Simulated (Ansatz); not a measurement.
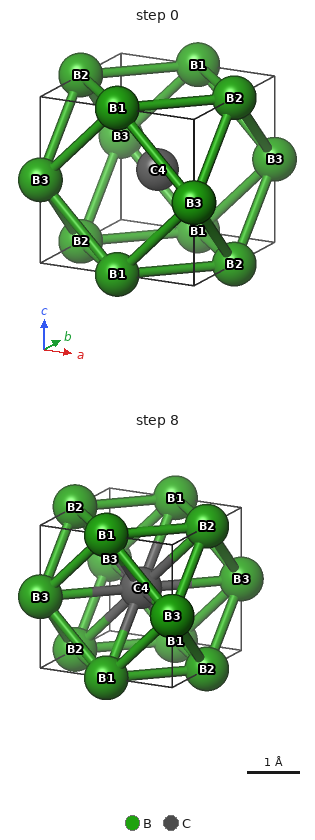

The structure of solid B$_{3}$C (a generated structure, set up in Pm-3m) (coarse preliminary run) before (top) and after (bottom) a relaxation, at one scale.

The picture is a ball-and-stick view of the cell of the calculation, seen slightly off an axis.

Level of theory: DFT PBE, scalar-relativistic, plane waves, PAW in Ansatz 0.2.0. (plane-wave cutoff 420 eV; k-point mesh 6 × 6 × 6; occupations gaussian; smearing width 0.1 eV; no spin polarisation; cell and atoms relaxed; force threshold 0.04 eV/Å; at most 70 steps)

What changed between the two?

The atoms keep their places relative to the cell (all moves are under 0.005 Å). The volume changes by −36.8 %, with a = b = c 3.386 → 2.906 Å (−14.2 %). Some distances before and after: B1–C4 2.394 → 2.055 Å, B1–B2 2.394 → 2.055 Å. The space group stays Pm-3m (No. 221). After 6 accepted moves (8 points after the start) the energy has fallen by 2.510 eV per cell of the calculation. All forces vanish by symmetry, so only the cell relaxes. Pressure: −39.50 GPa at the start and −0.02 GPa at the end. The SCF was repeated twice at an unchanged geometry on a basis and grid sized afresh for the cell, which shifted the energy by 6.2 meV per cell of the calculation at most. The run took 5.1 s on 1 thread of Arm Neoverse V2 (shared host), peak memory 0.27 GiB.
